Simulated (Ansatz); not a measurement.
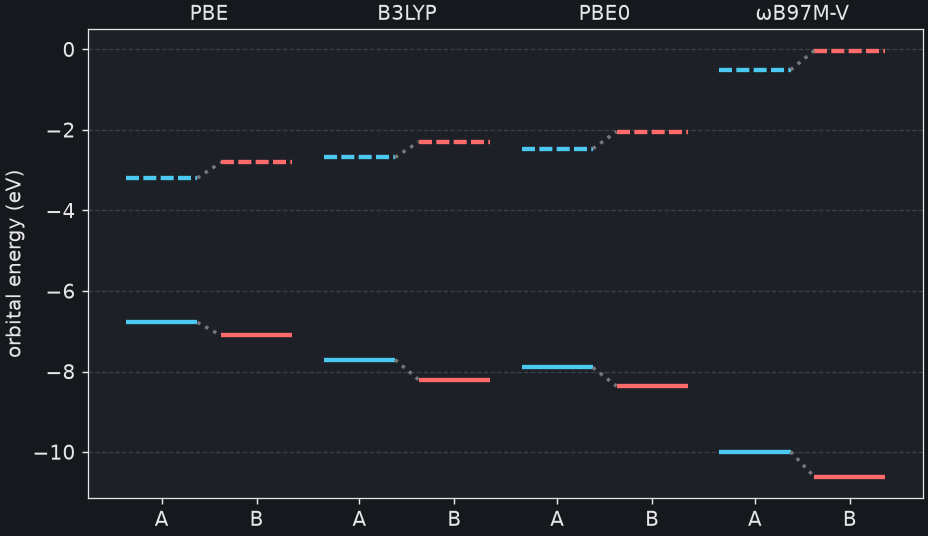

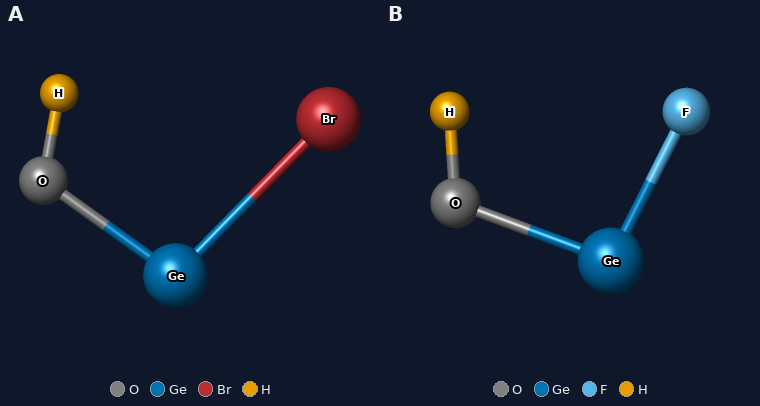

One change: A, GeHOBr (SMILES [OH][Ge][Br]), becomes B, GeHOF (SMILES [OH][Ge][F]). Br on Ge is replaced by F. HOMO (solid) and LUMO (dashed) computed in def2-TZVPP at PBE0-D4/def2-TZVP geometries, both minima by their frequencies, gas phase, the Ansatz code.

What does the change do to HOMO and LUMO?

PBE: the HOMO falls by 0.33 eV, the LUMO rises by 0.39 eV, and the separation goes from 3.58 to 4.30 eV. B3LYP: the HOMO falls by 0.50 eV, the LUMO rises by 0.39 eV, and the separation goes from 5.02 to 5.91 eV. PBE0: the HOMO falls by 0.46 eV, the LUMO rises by 0.42 eV, and the separation goes from 5.43 to 6.32 eV. ωB97M-V: the HOMO falls by 0.63 eV, the LUMO rises by 0.48 eV, and the separation goes from 9.48 to 10.58 eV.

Do the functionals agree on the effect?

They agree on the direction for both levels; the HOMO shift lies between −0.63 and −0.33 eV and the LUMO shift between 0.39 and 0.48 eV, while the separations themselves differ by up to 6.3 eV between functionals.
